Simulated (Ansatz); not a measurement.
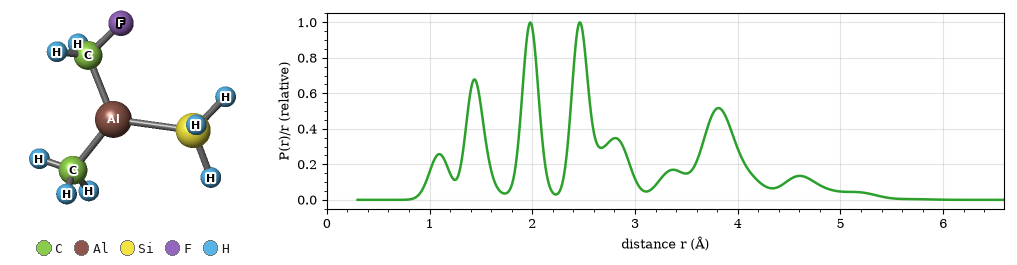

Simulated gas electron diffraction: radial distribution curve of C2H8AlFSi. Each pair of atoms contributes with weight ZᵢZⱼ/r; damping constant 0.0015 Å²; vibrational amplitudes assumed, not computed: 0.05 Å for bonds, 0.078 Å for bonds to H, 0.06 + 0.015 r up to 0.15 Å for other pairs. The geometry is the end point of an optimisation (Ansatz, RKS B3LYP-D4/def2-mTZVP); it may be a saddle point or a higher isomer. SMILES: [CH3][Al]([SiH3])[CH2]F.

**Which pairs of atoms lie under the first 8 clear peaks? Mark bonded pairs by – and others by ···.**

Peak 1, 1.10 Å: C–H 1.09–1.10 Å (×5)
Peak 2, 1.44 Å: F–C 1.42 Å, Si–H 1.49 Å (×3), not resolved
Peak 3, 1.98 Å: Al–C 1.96–2.00 Å (×2), F···H 2.03 Å (×2), not resolved
Peak 4, 2.46 Å: Si–Al 2.46 Å, Al···H 2.57–2.63 Å (×5), not resolved
Peak 5, 2.81 Å: Al···F 2.83 Å
Peak 6, 3.37 Å: Al···H 3.30–3.32 Å (×3), C···C 3.40 Å, not resolved
Peak 7, 3.81 Å: Si···F 3.76 Å, Si···C 3.83–3.90 Å (×2), not resolved
Peak 8, 4.60 Å: C···H 4.37–4.73 Å (×2), Si···H 4.54–4.84 Å (×3), F···C 4.60 Å, not resolved; in its flanks F···H 5.17–5.27 Å
